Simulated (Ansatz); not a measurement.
# Converging the field response of a CsPbCl3 (001), CsCl faces film

Aim: a convergence study of the equivalent conductor thickness of a CsPbCl3 (001), CsCl faces film, with the cost of each setting.

Main program and level: Ansatz 0.2.0; plane-wave DFT, PBE, Ansatz PAW, in the first sound run; inputs show where later runs differ.

**1. Starting point**

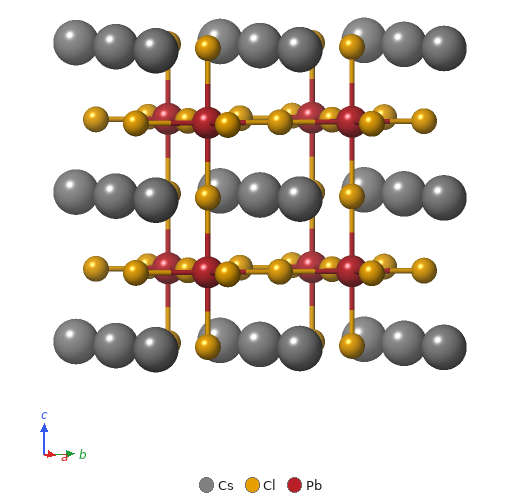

Start, viewed from the side, with the c axis up; caesium grey, chlorine orange, lead red. 2×2×1 cells are drawn. Some periodic images of atoms are drawn too.

The cell holds 12 atoms: 3 Cs, 7 Cl and 2 Pb. Cell: a = 5.610 Å, b = 5.610 Å, c = 29.220 Å, α = 90.0°, β = 90.0°, γ = 90.0°. It derives from CsPbCl3 (perovskite CsPbCl3). Vacuum lies along c.

**2. Single point, setting first choice**

The first choice: the default cutoff of 420 eV, a 6×6×1 mesh, 18 Å of vacuum, 0.1 V/Å and a tight threshold. Each later run changes one input against this one; other functionals and files bring their own cutoffs.

Contents of input.yaml:

```yaml
crystal:
  lattice:
    - [5.61, 0.0, 0.0]
    - [0.0, 5.61, 0.0]
    - [0.0, 0.0, 29.22]
  atoms:
    - { symbol: Cs, position: [0.0, 0.0, 0.3080082136] }
    - { symbol: Cl, position: [0.5, 0.5, 0.3080082136] }
    - { symbol: Pb, position: [0.5, 0.5, 0.4040041068] }
    - { symbol: Cl, position: [0.0, 0.5, 0.4040041068] }
    - { symbol: Cl, position: [0.5, 0.0, 0.4040041068] }
    - { symbol: Cs, position: [0.0, 0.0, 0.5] }
    - { symbol: Cl, position: [0.5, 0.5, 0.5] }
    - { symbol: Pb, position: [0.5, 0.5, 0.5959958932] }
    - { symbol: Cl, position: [0.0, 0.5, 0.5959958932] }
    - { symbol: Cl, position: [0.5, 0.0, 0.5959958932] }
    - { symbol: Cs, position: [0.0, 0.0, 0.6919917864] }
    - { symbol: Cl, position: [0.5, 0.5, 0.6919917864] }
kpoints:
  mp_grid: { grid: [6, 6, 1] }
hamiltonian:
  xc: pbe
scf:
  occupations: { method: fixed }
  convergence: { dr2_threshold: 1.0e-10 }
efield:
  axis: 3
  dipole_correction: true
  ramp_position: 0.97
  ramp_width: 0.06
  amplitude: 0.1
output:
  write_potential: true
  write_density: true
  volumetric_format: npy
```

Command:

```
$ ansatz run input.yaml --threads 4 --pin off --max-ram 6144MiB --backend cpu --events-out ev --progress --plain --runs-dir out
```

Numbers of over 12 decimals in the logs are rounded to 6 here.

Output:

```text
Engine: ansatz 0.2.0, aarch64-unknown-linux-gnu
Pseudopotentials: kind: paw
Pseudopotential: Cs, paw, valence charge 9, recommended cutoff 420 eV (normal), Cs.paw.azcp
Pseudopotential: Cl, paw, valence charge 7, recommended cutoff 420 eV (normal), Cl.paw.azcp
Pseudopotential: Pb, paw, valence charge 14, recommended cutoff 420 eV (normal), Pb.paw.azcp
Functional definition: PBE
  parameter kappa = 0.804
  parameter beta = 0.066725
  exchange = pbe_x(kappa = kappa, mu = beta*pi^2/3)
  correlation = pbe_c(beta = beta)
Crystal: 12 atoms, lattice volume = 919.615 Å³
Basis set: ecut = 420 eV, 18005 PW (Γ)
Bands: 64, of which v1, the nominal top of the filled ones, is band 52 counted from 1 (51 counted from 0)
Symmetry: 8 space group operations
k-points: 10 of 36
Non-local potential: Cs, projectors of the file, l = 0: 3, l = 1: 2, l = 2: 2, l = 3: 2
Non-local potential: Cl, projectors of the file, l = 0: 2, l = 1: 2, l = 2: 2
Non-local potential: Pb, projectors of the file, l = 0: 2, l = 1: 2, l = 2: 2, l = 3: 2
PAW form: soft (Blöchl's): semilocal exchange-correlation on the pseudo side does not see the compensation charge
PAW one-centre angular grid: Cs, 194 points (default); XC on 64 Gauss nodes
PAW one-centre angular grid: Cl, 110 points (default); XC on 64 Gauss nodes
PAW one-centre angular grid: Pb, 590 points (default); XC on 64 Gauss nodes
Initial density: superposition of atomic densities (neutral atoms: chi_scale 0, normalization atom, screened)
Initial wavefunctions: pseudopotential atomic-orbital guess
Functional: x = pbe(κ = 0.804, μ = 0.219515), c = pbe(β = 0.066725)
SCF iter   1: F=—  HF=-48403.138935 eV  |F-HF|=—  |Δ(HF+E_count)|=         —  Δρ=1.85e-2  dr2=8.02e0  ethr=3.10e-3  p=0.247 e·Å  D=4.86e-2 V/Å  ΔV_dip=-1.42 eV  dr2_dipole=4.87e-3  V_vac-E_F(+/−)=7.05/5.78 eV  ⟨swp⟩=5.0  Hψ=2432  notcnv=0  defer=77
efield: sawtooth ramp at fractional position 0.9700 (set: `efield.ramp_position`, or a place that a band, a saddle search or an elastic batch's reference lends), width 0.0600; the density the first Hamiltonian is built on has a dipole p = 0.247 e·Å; the dipole correction subtracts the counter field D = 4.86e-2 V/Å, which shifts the + side's vacuum level by -1.42 eV against the − side's; the planar-averaged density in the ramp window peaks in size at 1.5e-7 e/Å³
preconditioner: auto → Resta (q_TF=auto, 1.897 Å⁻¹)  ε∞=1.9  [insulator: Δε(μ)=2.819 eV  Ē_g=13.052 eV  n_scr=112 (ndim 8)  ℏωp=12.1 eV  f_vac=0.479  ε∞_Penn≈1.9  vacuum switching on, ρ_ref=1.2e-2 e/Å³]
SCF iter   2: F=—  HF=-48400.403339 eV  |F-HF|=—  |Δ(HF+E_count)|=    2.74e0  Δρ=6.51e-3  dr2=5.95e-1  ethr=3.10e-3  p=0.177 e·Å  D=3.48e-2 V/Å  ΔV_dip=-1.02 eV  dr2_dipole=7.28e-5  V_vac-E_F(+/−)=5.44/3.77 eV  ⟨swp⟩=3.0  Hψ=1229  notcnv=0  defer=87  κ⁻¹=1.0e0(r=1)
SCF iter   3: F=—  HF=-48400.303819 eV  |F-HF|=—  |Δ(HF+E_count)|=   9.95e-2  Δρ=3.47e-3  dr2=1.27e-1  ethr=5.72e-4  p=0.184 e·Å  D=3.63e-2 V/Å  ΔV_dip=-1.06 eV  dr2_dipole=9.69e-5  V_vac-E_F(+/−)=4.69/3.06 eV  ⟨swp⟩=3.5  Hψ=974  notcnv=0  defer=95  κ⁻¹=2.1e-2(r=2)
SCF iter   4: F=—  HF=-48400.300614 eV  |F-HF|=—  |Δ(HF+E_count)|=   3.20e-3  Δρ=5.98e-4  dr2=2.94e-3  ethr=1.22e-4  p=0.166 e·Å  D=3.27e-2 V/Å  ΔV_dip=-0.96 eV  dr2_dipole=1.27e-4  V_vac-E_F(+/−)=4.29/2.56 eV  ⟨swp⟩=3.5  Hψ=943  notcnv=0  defer=100  κ⁻¹=1.6e-3(r=3)
SCF iter   5: F=—  HF=-48400.302064 eV  |F-HF|=—  |Δ(HF+E_count)|=   1.45e-3  Δρ=2.78e-4  dr2=4.81e-4  ethr=2.83e-6  p=0.176 e·Å  D=3.47e-2 V/Å  ΔV_dip=-1.01 eV  dr2_dipole=7.59e-6  V_vac-E_F(+/−)=4.24/2.57 eV  ⟨swp⟩=3.1  Hψ=1321  notcnv=0  defer=100  κ⁻¹=2.1e-4(r=4)
SCF iter   6: F=—  HF=-48400.302545 eV  |F-HF|=—  |Δ(HF+E_count)|=   4.81e-4  Δρ=7.79e-5  dr2=3.37e-5  ethr=4.62e-7  p=0.174 e·Å  D=3.43e-2 V/Å  ΔV_dip=-1.00 eV  dr2_dipole=4.11e-7  V_vac-E_F(+/−)=4.25/2.57 eV  ⟨swp⟩=3.2  Hψ=978  notcnv=0  defer=100  κ⁻¹=1.5e-5(r=5)
SCF iter   7: F=—  HF=-48400.302592 eV  |F-HF|=—  |Δ(HF+E_count)|=   4.66e-5  Δρ=1.81e-5  dr2=2.04e-6  ethr=3.24e-8  p=0.175 e·Å  D=3.44e-2 V/Å  ΔV_dip=-1.01 eV  dr2_dipole=2.84e-8  V_vac-E_F(+/−)=4.25/2.57 eV  ⟨swp⟩=2.5  Hψ=1062  notcnv=0  defer=93  κ⁻¹=1.5e-6(r=6)
SCF iter   8: F=—  HF=-48400.302265 eV  |F-HF|=—  |Δ(HF+E_count)|=   3.27e-4  Δρ=6.62e-6  dr2=2.74e-7  ethr=1.96e-9  p=0.175 e·Å  D=3.44e-2 V/Å  ΔV_dip=-1.01 eV  dr2_dipole=5.38e-10  V_vac-E_F(+/−)=4.26/2.57 eV  ⟨swp⟩=2.0  Hψ=1027  notcnv=0  defer=85  κ⁻¹=1.1e-7(r=7)
SCF iter   9: F=—  HF=-48400.302265 eV  |F-HF|=—  |Δ(HF+E_count)|=   5.28e-7  Δρ=1.83e-6  dr2=2.58e-8  ethr=2.64e-10  p=0.175 e·Å  D=3.44e-2 V/Å  ΔV_dip=-1.01 eV  dr2_dipole=3.89e-11  V_vac-E_F(+/−)=4.26/2.57 eV  ⟨swp⟩=2.0  Hψ=1071  notcnv=0  defer=85  κ⁻¹=7.8e-9(r=8)
SCF iter  10: F=—  HF=-48400.302266 eV  |F-HF|=—  |Δ(HF+E_count)|=   4.96e-8  Δρ=5.84e-7  dr2=2.90e-9  ethr=2.48e-11  p=0.175 e·Å  D=3.44e-2 V/Å  ΔV_dip=-1.01 eV  dr2_dipole=5.77e-12  V_vac-E_F(+/−)=4.26/2.57 eV  ⟨swp⟩=2.0  Hψ=942  notcnv=0  defer=85  κ⁻¹=5.3e-8(r=8)
SCF iter  11: F=—  HF=-48400.302266 eV  |F-HF|=—  |Δ(HF+E_count)|=   2.25e-9  Δρ=1.92e-7  dr2=2.35e-10  ethr=2.79e-12  p=0.175 e·Å  D=3.44e-2 V/Å  ΔV_dip=-1.01 eV  dr2_dipole=1.50e-13  V_vac-E_F(+/−)=4.26/2.57 eV  ⟨swp⟩=2.3  Hψ=942  notcnv=0  defer=85  κ⁻¹=6.9e-9(r=8)
SCF iter  12: F=-48400.302266 eV  HF=-48400.302266 eV  |F-HF|=1.46e-11  |Δ(HF+E_count)|=  3.93e-10  Δρ=5.82e-8  dr2=2.01e-11  ethr=1.00e-12  p=0.175 e·Å  D=3.44e-2 V/Å  ΔV_dip=-1.01 eV  dr2_dipole=6.97e-15  V_vac-E_F(+/−)=4.26/2.57 eV  ⟨swp⟩=21.3  Hψ=3947  notcnv=0
SCF 1 converged in 12 iterations: F = -48400.302266 eV  dr2 = 2.01e-11
  greatest PAW one-centre occupation: 0.983 electrons in one spin orbital (limit 2), on the Pb atom at site 2 (counted from 0), in its partial waves of l = 2
WARN: The output density's exchange-correlation potential varies sharply where the density is thin. Do not read a vacuum level from v_tot or v_xc, or from such a field of the output density. On a cell that repeats whose density bears no net charge and no dipole along the vacuum's axis use v_es (v_loc + v_h of the components); under efield.dipole_correction with no amplitude use v_es + v_field, which holds any externa [...]
SCF converged after 12 iterations
Stability not checked: this state was not tested for a lower state beside it, because the mixer in use, unlike msr1, does not test its closes by its own steps (another_mixer; see scf.mixing.algorithm and scf.lower_state_search)
Free energy (F): -48400.302266 eV
Harris-Foulkes:  -48400.302266 eV  (|F-HF|=1.46e-11)
Internal energy: -48400.302266 eV  (E = F + TS)
E sigma→0 (E₀):  -48400.302266 eV
Fermi energy:    0.055598 eV
Dipole field:    D = 0.034413 V/Å  (p = 0.174893 e·Å, saw-weighted, corrected)
Work function:   not extracted (applied field tilts the vacuum); planar V_es + V_field profile in the machine report
Levels:          The Fermi level and band energies are counted from a zero that moves with the ramp; work functions are not
--- Per-component energies (eV) ---
  E_band       = -947.423569
  E_kinetic    = 2128.423468
  E_local      = -52453.805505  (includes V_loc(G=0)·N_el)
  E_nonlocal   = 989.819723
  E_hartree    = 25294.011360
  E_xc         = -1718.174559
  E_vxc        = -1502.287399  (∫ρ·V_xc dr)
  E_paw        = -40619.244967  (= ΣΔE_a)
  E_vpaw       = -697.585853  (= ΣTr[D̂ρ^β])
  E_aug_tail   = 0.000725  (compensation charges beyond the density's cutoff)
  E_efield     = -0.014480  (sawtooth field / dipole correction)
  E_vefield    = -0.011471  (∫n·V_field dr)
  E_ewald      = 17978.681969
  E_smearing   = -0.000000  (= −TS)
  E_closure    = -0.000000  (closes the sum)
  Σ components = -48400.302266   (vs F -48400.302266, Δ=0.00e0)
--- Band table (eV; the first three rows and the last of 10) ---
  k-point 0: bands = [... 48 lower, -2.1112, -2.0304, -2.0304, -1.5338, 2.2857, 2.8650, 3.2750, 3.8408, ... 8 higher]
  k-point 1: bands = [... 48 lower, -2.1224, -2.0520, -1.9719, -1.4536, 2.4324, 3.0262, 3.4327, 3.8861, ... 8 higher]
  k-point 2: bands = [... 48 lower, -2.0947, -1.9841, -1.7189, -1.1241, 2.8191, 3.3982, 3.7042, 3.7319, ... 8 higher]
  k-point 9: bands = [... 48 lower, -1.9262, -1.9262, -0.4375, 0.0556, 2.3130, 2.3130, 2.6401, 2.6401, ... 8 higher]
```

The job ended after 27 s (4 threads of Arm Neoverse V1, shared host; peak memory 1.8 GiB).

The column dr2 measures how far the density is from self-consistency, as an energy; F and HF (Harris–Foulkes) agree once it is small.

This step gave:

- gap on the k-mesh: 2.230 eV
- dipole along the normal: 0.1749 e·Å
- equivalent conductor thickness p/(ε₀AE): 10.06 Å

Running mean over 5.61 Å of the planar mean, with the applied field; the ramp of the sawtooth is left out. Electron's electrostatic potential energy less the highest filled level against z:

| z (Å) | electron's electrostatic potential energy less the highest filled level (eV) |
| --- | --- |
| 5.0 | 2.93 |
| 7.5 | 1.31 |
| 10.0 | -1.08 |
| 12.5 | -0.885 |
| 15.0 | -0.785 |
| 17.5 | -0.786 |
| 20.0 | 0.0109 |
| 22.5 | 2.17 |
| 25.0 | 3.98 |

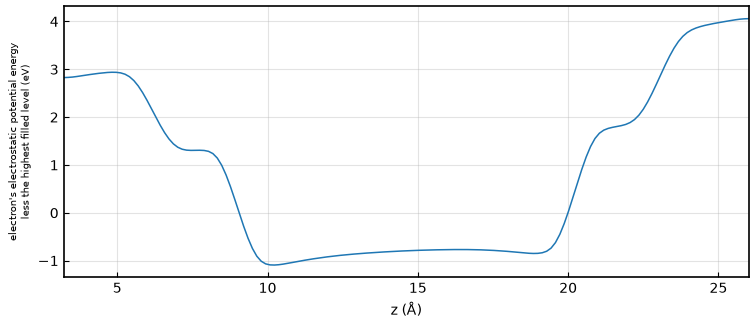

Electron's electrostatic potential energy less the highest filled level against z.

The dipole corresponds to a conductor 10.056 Å thick.

**3. Run, box 29.2 Å**

input.yaml, as its differences from that of step 2:

```diff
@@ -31,2 +31,4 @@
   amplitude: 0.1
+basis:
+  ecutwfc: "250 eV"
 output:
```

Output:

```text
Warning: basis.ecutwfc = 250 eV is below the records' recommended 420 eV, and the density's cutoff is lower with it unless basis.ecutrho_ratio is high enough to keep the records' density cutoff: compare with a run at a higher cutoff
[...]
Crystal: 12 atoms, lattice volume = 919.615 Å³
Basis set: ecut = 250 eV, 8235 PW (Γ)
[...]
k-point 0: bands = [... 48 lower, -2.1100, -2.0242, -2.0242, -1.5410, 2.2778, 2.8649, 3.1938, 3.8398, ... 8 higher]
  k-point 1: bands = [... 48 lower, -2.1199, -2.0456, -1.9683, -1.4632, 2.4242, 3.0266, 3.3489, 3.9035, ... 8 higher]
  k-point 2: bands = [... 48 lower, -2.0887, -1.9796, -1.7270, -1.1391, 2.8119, 3.4040, 3.7095, 3.7362, ... 8 higher]
  k-point 9: bands = [... 48 lower, -1.9211, -1.9211, -0.4619, 0.0291, 2.3420, 2.3420, 2.6701, 2.6701, ... 8 higher]
[key lines of the parts left out:]
SCF converged after 12 iterations
Free energy (F): -48398.588243 eV
Fermi energy:    0.029058 eV
Dipole field:    D = 0.034335 V/Å  (p = 0.174496 e·Å, saw-weighted, corrected)
```

Wall time 12 s (4 threads); peak memory 0.98 GiB.

The dipole corresponds to a conductor 10.033 Å thick, -0.23 % from the first choice, at 0.46 times its CPU time.

**4. Run, box 29.2 Å (run 2)**

input.yaml, as its differences from that of step 3:

```diff
@@ -32,3 +32,3 @@
 basis:
-  ecutwfc: "250 eV"
+  ecutwfc: "330 eV"
 output:
```

Output:

```text
[...]
Crystal: 12 atoms, lattice volume = 919.615 Å³
Basis set: ecut = 330 eV, 12547 PW (Γ)
Bands: 64, of which v1, the nominal top of the filled ones, is band 52 counted from 1 (51 counted from 0)
Symmetry: 8 space group operations
k-points: 10 of 36
[...]
k-point 0: bands = [... 48 lower, -2.1108, -2.0300, -2.0300, -1.5336, 2.2858, 2.8656, 3.2658, 3.8403, ... 8 higher]
  k-point 1: bands = [... 48 lower, -2.1221, -2.0516, -1.9715, -1.4535, 2.4325, 3.0267, 3.4229, 3.8867, ... 8 higher]
  k-point 2: bands = [... 48 lower, -2.0943, -1.9838, -1.7187, -1.1239, 2.8192, 3.3989, 3.7048, 3.7302, ... 8 higher]
  k-point 9: bands = [... 48 lower, -1.9260, -1.9260, -0.4376, 0.0555, 2.3139, 2.3139, 2.6411, 2.6411, ... 8 higher]
[key lines of the parts left out:]
SCF converged after 12 iterations
Free energy (F): -48400.267236 eV
Fermi energy:    0.055478 eV
Dipole field:    D = 0.034411 V/Å  (p = 0.174882 e·Å, saw-weighted, corrected)
```

Run time: 19 s. Hardware: 4 threads; peak memory 1.3 GiB.

The dipole corresponds to a conductor 10.055 Å thick, -0.01 % from the first choice, at 0.71 times its CPU time.

**5. Run, box 29.2 Å (run 3)**

input.yaml, as its differences from that of step 4:

```diff
@@ -32,3 +32,3 @@
 basis:
-  ecutwfc: "330 eV"
+  ecutwfc: "600 eV"
 output:
```

Output:

```text
[...]
Crystal: 12 atoms, lattice volume = 919.615 Å³
Basis set: ecut = 600 eV, 30717 PW (Γ)
Bands: 64, of which v1, the nominal top of the filled ones, is band 52 counted from 1 (51 counted from 0)
Symmetry: 8 space group operations
k-points: 10 of 36
[...]
k-point 0: bands = [... 48 lower, -2.1112, -2.0304, -2.0304, -1.5339, 2.2865, 2.8653, 3.2864, 3.8420, ... 8 higher]
  k-point 1: bands = [... 48 lower, -2.1224, -2.0520, -1.9719, -1.4537, 2.4332, 3.0264, 3.4447, 3.8862, ... 8 higher]
  k-point 2: bands = [... 48 lower, -2.0947, -1.9840, -1.7190, -1.1241, 2.8199, 3.3985, 3.7043, 3.7345, ... 8 higher]
  k-point 9: bands = [... 48 lower, -1.9262, -1.9262, -0.4376, 0.0555, 2.3131, 2.3131, 2.6402, 2.6402, ... 8 higher]
[key lines of the parts left out:]
SCF converged after 12 iterations
Free energy (F): -48400.304732 eV
Fermi energy:    0.055518 eV
Dipole field:    D = 0.034413 V/Å  (p = 0.174891 e·Å, saw-weighted, corrected)
```

Run time: 47 s. Hardware: 4 threads; peak memory 2.8 GiB; 3.1 min of CPU time.

The dipole corresponds to a conductor 10.055 Å thick, -0.00 % from the first choice, at 1.8 times its CPU time.

**6. Run, box 29.2 Å (run 4)**

input.yaml, as its differences from that of step 5:

```diff
@@ -19,3 +19,3 @@
 kpoints:
-  mp_grid: { grid: [6, 6, 1] }
+  mp_grid: { grid: [1, 1, 1] }
 hamiltonian:
@@ -31,4 +31,2 @@
   amplitude: 0.1
-basis:
-  ecutwfc: "600 eV"
 output:
```

Output:

```text
[...]
Crystal: 12 atoms, lattice volume = 919.615 Å³
Basis set: ecut = 420 eV, 18005 PW (Γ)
Bands: 64, of which v1, the nominal top of the filled ones, is band 52 counted from 1 (51 counted from 0)
Symmetry: 8 space group operations
k-points: 1
[...]
Internal energy: -48404.905743 eV  (E = F + TS)
E sigma→0 (E₀):  -48404.905743 eV
Fermi energy:    -1.276245 eV
Dipole field:    D = 0.034112 V/Å  (p = 0.173361 e·Å, saw-weighted, corrected)
Work function:   not extracted (applied field tilts the vacuum); planar V_es + V_field profile in the machine report
[...]
--- Band table (eV) ---
  k-point 0: bands = [... 48 lower, -1.9575, -1.7426, -1.7426, -1.2762, 2.2794, 2.8738, 3.2881, 3.8126, ... 8 higher]
[key lines of the parts left out:]
SCF converged after 11 iterations
Free energy (F): -48404.905743 eV
```

The job ended after 2.3 s (4 threads; peak memory 0.66 GiB).

The dipole corresponds to a conductor 9.968 Å thick, -0.88 % from the first choice, at 0.076 times its CPU time.

**7. Run, box 29.2 Å (run 5)**

input.yaml, as its differences from that of step 6:

```diff
@@ -19,3 +19,3 @@
 kpoints:
-  mp_grid: { grid: [1, 1, 1] }
+  mp_grid: { grid: [2, 2, 1] }
 hamiltonian:
```

Output:

```text
[...]
Crystal: 12 atoms, lattice volume = 919.615 Å³
Basis set: ecut = 420 eV, 18005 PW (Γ)
Bands: 64, of which v1, the nominal top of the filled ones, is band 52 counted from 1 (51 counted from 0)
Symmetry: 8 space group operations
k-points: 3 of 4
[...]
--- Band table (eV) ---
  k-point 0: bands = [... 48 lower, -2.0984, -2.0461, -2.0461, -1.5590, 2.2875, 2.8601, 3.2764, 3.8457, ... 8 higher]
  k-point 1: bands = [... 48 lower, -2.1322, -1.9221, -1.2269, -0.7260, 2.8824, 3.1695, 3.3152, 3.3349, ... 8 higher]
  k-point 2: bands = [... 48 lower, -1.9114, -1.8637, -0.3911, 0.0816, 2.3028, 2.3028, 2.6263, 2.6263, ... 8 higher]
[key lines of the parts left out:]
SCF converged after 12 iterations
Free energy (F): -48399.562249 eV
Fermi energy:    0.081585 eV
Dipole field:    D = 0.034752 V/Å  (p = 0.176615 e·Å, saw-weighted, corrected)
```

Wall time 5 s (4 threads); peak memory 1.3 GiB.

The dipole corresponds to a conductor 10.155 Å thick, +0.98 % from the first choice, at 0.18 times its CPU time.

**8. Single point, box 29.2 Å**

input.yaml, as its differences from that of step 7:

```diff
@@ -19,3 +19,3 @@
 kpoints:
-  mp_grid: { grid: [2, 2, 1] }
+  mp_grid: { grid: [3, 3, 1] }
 hamiltonian:
```

Output:

```text
[...]
Crystal: 12 atoms, lattice volume = 919.615 Å³
Basis set: ecut = 420 eV, 18005 PW (Γ)
Bands: 64, of which v1, the nominal top of the filled ones, is band 52 counted from 1 (51 counted from 0)
Symmetry: 8 space group operations
k-points: 3 of 9
[...]
--- Band table (eV) ---
  k-point 0: bands = [... 48 lower, -2.1136, -2.0260, -2.0260, -1.5275, 2.2851, 2.8661, 3.2746, 3.8395, ... 8 higher]
  k-point 1: bands = [... 48 lower, -2.0903, -1.9883, -1.7263, -1.1231, 2.8189, 3.4006, 3.7041, 3.7353, ... 8 higher]
  k-point 2: bands = [... 48 lower, -2.0077, -1.9479, -1.2878, -0.7353, 3.0735, 3.1951, 3.3017, 3.4406, ... 8 higher]
[key lines of the parts left out:]
SCF converged after 12 iterations
Free energy (F): -48400.427504 eV
Fermi energy:    -0.735260 eV
Dipole field:    D = 0.034334 V/Å  (p = 0.174491 e·Å, saw-weighted, corrected)
```

Wall time 8.7 s (4 threads); peak memory 1.2 GiB; 34 s of CPU time.

The dipole corresponds to a conductor 10.032 Å thick, -0.23 % from the first choice, at 0.32 times its CPU time.

**9. Run, box 29.2 Å (run 6)**

input.yaml, as its differences from that of step 8:

```diff
@@ -19,3 +19,3 @@
 kpoints:
-  mp_grid: { grid: [3, 3, 1] }
+  mp_grid: { grid: [12, 12, 1] }
 hamiltonian:
```

Output:

```text
[...]
Crystal: 12 atoms, lattice volume = 919.615 Å³
Basis set: ecut = 420 eV, 18005 PW (Γ)
Bands: 64, of which v1, the nominal top of the filled ones, is band 52 counted from 1 (51 counted from 0)
Symmetry: 8 space group operations
k-points: 28 of 144
[...]
k-point 0: bands = [... 48 lower, -2.1113, -2.0302, -2.0302, -1.5336, 2.2857, 2.8650, 3.2750, 3.8408, ... 8 higher]
  k-point 1: bands = [... 48 lower, -2.1232, -2.0361, -2.0107, -1.5150, 2.3234, 2.9072, 3.3157, 3.8614, ... 8 higher]
  k-point 2: bands = [... 48 lower, -2.1225, -2.0518, -1.9719, -1.4535, 2.4324, 3.0262, 3.4326, 3.8862, ... 8 higher]
  k-point 27: bands = [... 48 lower, -1.9264, -1.9264, -0.4379, 0.0554, 2.3132, 2.3132, 2.6403, 2.6403, ... 8 higher]
[key lines of the parts left out:]
SCF converged after 12 iterations
Free energy (F): -48400.304460 eV
Fermi energy:    0.055377 eV
Dipole field:    D = 0.034411 V/Å  (p = 0.174882 e·Å, saw-weighted, corrected)
```

Wall time 84 s (4 threads); peak memory 2.5 GiB.

The dipole corresponds to a conductor 10.055 Å thick, -0.01 % from the first choice, at 3.1 times its CPU time.

(Continued in part 2 of 3.)

[Logs are printed without paths, hosts, clocks, repeated set-up lines and the standing remarks that a program may print on its own settings, such as how far it seeks lower states.]

[Hosts, paths, dates, database ids (printed as entryN), source tags and the programs' standing remarks are cut or masked in the printed files.]

[Maps of the electrostatic potential energy from Ansatz leave out the sawtooth potential of an applied field or a dipole correction, so their vacuum need not be flat; planar profiles and work functions include it.]
